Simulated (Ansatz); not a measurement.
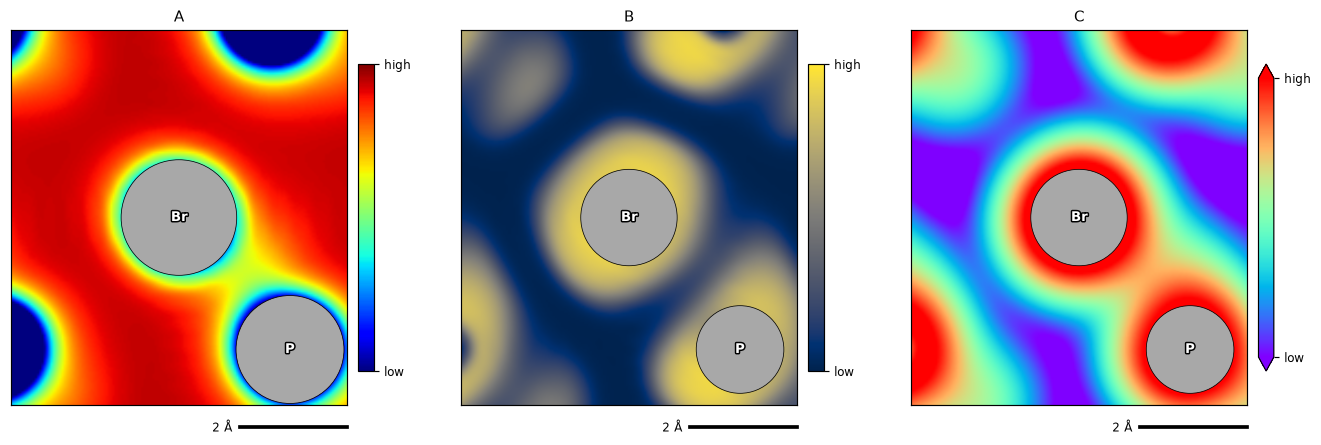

PBr: 3 fields on the (100) plane of the conventional cell, with unlabelled colour scales. Grey discs cover the atomic cores.

Space group P-1; a structure from a database of computed crystals, not necessarily the ambient phase.

All numbers below come from Kohn-Sham DFT of a periodic cell, PBE, Ansatz PAW (Ansatz 0.2.0).

The panels show electron localisation function, electrostatic potential energy of an electron and valence pseudo-density in some order. Assign them.

Answer. Panel A: electrostatic potential energy of an electron (low next to the atoms, rising into the space between them). Panel B: electron localisation function. Panel C: valence pseudo-density.
